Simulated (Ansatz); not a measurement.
TaH₂BrCl₄O: frequency calculation

TaH₂BrCl₄O, computed with RHF/def2-SVP (Ansatz 0.2.0).

It belongs to a series of runs on one base structure; here: vibrations at the highest image of the band. Figures and captions count atoms from 1; the log counts them from 0 in places.

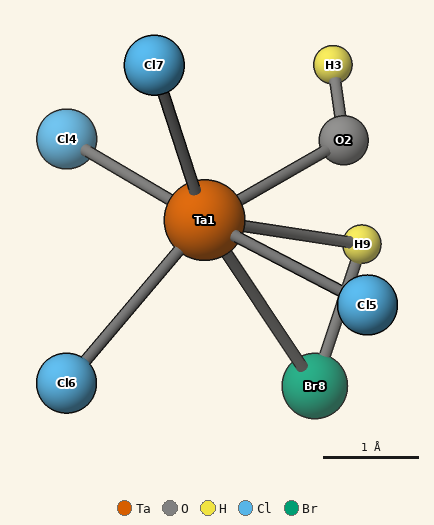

**Figure 1.** The input geometry (ball-and-stick view, seen at a tilt; atoms are numbered from 1 in the order of the input). Sticks mark near contacts.

Input:
```yaml
crystal:
  periodic: [false, false, false]
  atoms:
    - { symbol: Ta, position_ang: [0.000241, 0.082553, 0.104964] }
    - { symbol: O, position_ang: [2.019601, 0.00727, 0.321613] }
    - { symbol: H, position_ang: [2.470173, -0.619124, 0.877356] }
    - { symbol: Cl, position_ang: [-0.037401, -0.641474, 2.351364] }
    - { symbol: Cl, position_ang: [0.402187, 1.010201, -1.995906] }
    - { symbol: Cl, position_ang: [-2.030304, 1.145148, 0.334657] }
    - { symbol: Cl, position_ang: [-0.538139, -1.9767, -0.714868] }
    - { symbol: Br, position_ang: [1.316624, 2.600341, 1.124394] }
    - { symbol: H, position_ang: [2.119919, 1.269989, 0.734325] }
basis:
  gaussian: { orbitals: def2-SVP }
hamiltonian:
  xc: hf
phonons: {}
```

Launched with:
```bash
ansatz run input.yaml --threads 4 --pin off --max-ram 5120MiB --backend cpu --events-out ev --progress --plain --runs-dir out
```

Log:
```
Engine: ansatz 0.2.0, x86_64-unknown-linux-gnu
Functional definition: HF
  exchange = exact_x
  correlation = 0
1619 factors; integrals over basis functions are off by at most 3.9e-4 eV
mean field evaluation 1: about -123590.6597 eV, gradient 5.1e1 eV
mean field evaluation 2: about -123590.8649 eV, gradient 5.2e1 eV
mean field evaluation 4: about -123597.5048 eV, gradient 5.3e0 eV
mean field evaluation 8: about -123597.6014 eV, gradient 6.3e-1 eV
mean field evaluation 16: about -123578.3060 eV, gradient 4.4e1 eV
mean field -123597.60363709 eV, -4542.1281561982 hartree, gradient 3.8e-5 eV, S^2 0.000000; 0 other end points of the search recorded, 0 dependent functions left out
the calculation of the forces begins
reference -123597.60363709 eV, -4542.1281561982 hartree; 63, 63 occupied and 97, 97 virtual orbitals, 1619 factors
these checks for a lower state are left out or cut short: stability, starts, cluster_reference, orbital_swaps, neighbouring_geometries, increment
1619 factors; integrals over basis functions are off by at most 3.9e-4 eV
mean field -123597.60352857 eV, -4542.1281522102 hartree, gradient 2.4e-6 eV, S^2 0.000000; 0 other end points of the search recorded, 0 dependent functions left out
[... from here on the field's lines of each further geometry are left out, up to the last ...]
the calculation of the forces begins
reference -123597.60362658 eV, -4542.1281558121 hartree; 63, 63 occupied and 97, 97 virtual orbitals, 1619 factors
these checks for a lower state are left out or cut short: stability, starts, cluster_reference, orbital_swaps, neighbouring_geometries, increment
1619 factors; integrals over basis functions are off by at most 3.9e-4 eV
mean field -123597.60363147 eV, -4542.1281559917 hartree, gradient 2.6e-6 eV, S^2 0.000000; 0 other end points of the search recorded, 0 dependent functions left out
the calculation of the forces begins
reference -123597.60363147 eV, -4542.1281559917 hartree; 63, 63 occupied and 97, 97 virtual orbitals, 1619 factors
WARN: phonons: modes at or below zero, which the zero-point energy, F, S and C_V leave out: 1, the lowest at -1398.07 cm⁻¹. A minimum has none, and a first-order saddle one
Total energy: -123597.60363709 eV, -4542.1281561982 hartree
Atom 0 at     0.000241     0.082553     0.104964 Å, force    -0.002128     0.000972    -0.000144 eV/Å
Atom 1 at     2.019601     0.007270     0.321613 Å, force     0.002380     0.003805     0.003293 eV/Å
Atom 2 at     2.470173    -0.619124     0.877356 Å, force     0.001430    -0.002122    -0.001548 eV/Å
Atom 3 at    -0.037401    -0.641474     2.351364 Å, force     0.000156     0.000072    -0.000051 eV/Å
Atom 4 at     0.402187     1.010201    -1.995906 Å, force    -0.000190    -0.000164    -0.000547 eV/Å
Atom 5 at    -2.030304     1.145148     0.334657 Å, force     0.000348     0.000059    -0.000656 eV/Å
Atom 6 at    -0.538139    -1.976700    -0.714868 Å, force    -0.000241    -0.000299     0.000449 eV/Å
Atom 7 at     1.316624     2.600341     1.124394 Å, force     0.000813    -0.001117     0.000188 eV/Å
Atom 8 at     2.119919     1.269989     0.734325 Å, force    -0.002568    -0.001206    -0.000984 eV/Å
Dipole moment:     0.396552    -0.444245     0.057429 e Å
Vibrations: -1398.07 59.68 80.22 90.71 99.39 142.73 153.00 157.63 172.08 242.68 352.44 373.11 404.35 408.93 431.15 439.91 605.41 757.68 1021.14 1447.08 4115.20 cm⁻¹, zero-point energy 0.716290 eV
```

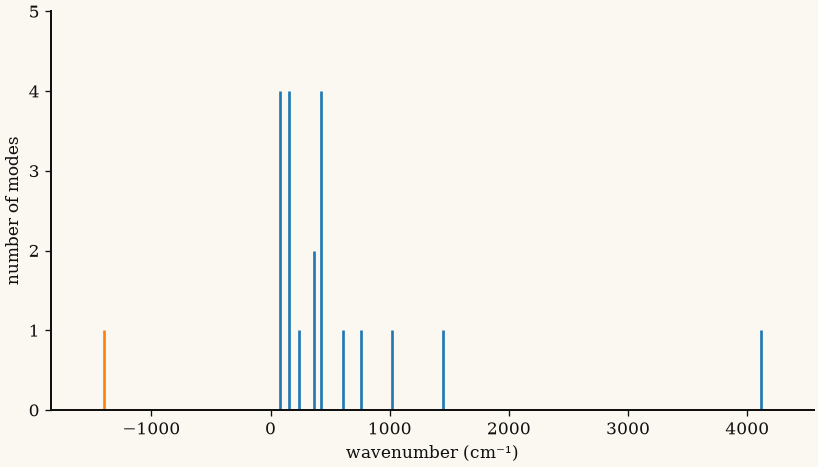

**Figure 2.** Harmonic vibrational wavenumbers from the force constants; neighbouring modes closer than 25 cm⁻¹ are counted in one stick, and imaginary ones are drawn at negative wavenumbers. 21 modes from 1398i to 4115 cm⁻¹, 1 imaginary beyond 8i (1398i cm⁻¹): a first-order saddle point, if the geometry is stationary.

Results in brief:

- outcome: converged
- total energy: −123597.6036 eV
- mean-field energy: −123597.6036 eV
- largest force (length of the vector): 0.006 eV/Å
- hardware: 4 threads of Intel Xeon @ 2.50GHz (Skylake/Cascade Lake), 32 GiB of memory available, shared host
- wall time: 4.1 min (CPU time 15 min)
- peak memory: 0.63 GiB
